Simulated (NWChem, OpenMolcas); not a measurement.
**OF2 (oxygen difluoride): a line through the functionals**

OF2: 3 atoms, total charge 0, spin state singlet. As SMILES, `FOF`. The coordinates come from a PBE0-D4/def2-TZVP relaxation.

The HOMO–LUMO gap y, in eV, basis cc-pVTZ; a is the functional's share of exact exchange. Programs: NWChem 7.3.0, OpenMolcas 26.06.

| functional | program | a | y (eV) |
| --- | --- | --- | --- |
| PBE | OpenMolcas | 0 | 3.84 |
| revPBE | OpenMolcas | 0 | 3.90 |
| B3LYP | OpenMolcas | 0.2 | 6.99 |
| PBE0 | NWChem | 0.25 | ? |
| BHLYP | NWChem | 0.5 | 11.74 |

Fit y = c + s·a to the known rows and predict PBE0.


1. Means of the 4 rows: a = 0.1750, y = 6.617.
2. Σ(Δa)² = 0.1675, Σ(Δa·Δy) = 2.6358, so the slope is 2.6358/0.1675 = 15.736.
3. Intercept: 6.617 − (15.736) × 0.1750 = 3.863. The largest residual of the fit is 0.037.
4. PBE0: 3.863 + (15.736) × 0.25 = 7.80 eV.

The run gave 7.76 eV, so the prediction is off by +0.04 eV, about the scatter of the fit. Exact exchange lowers occupied levels and raises empty ones. The rows mix families of semi-local functionals, which the line can't see.

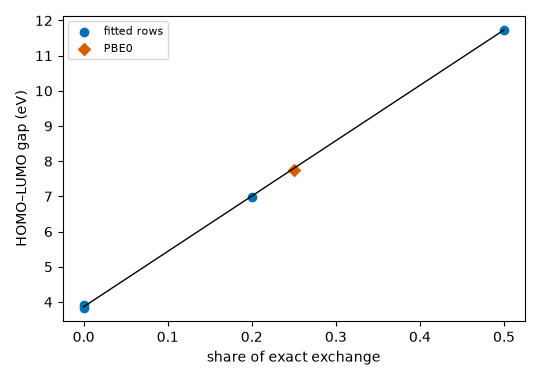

The fitted line, with the withheld row.
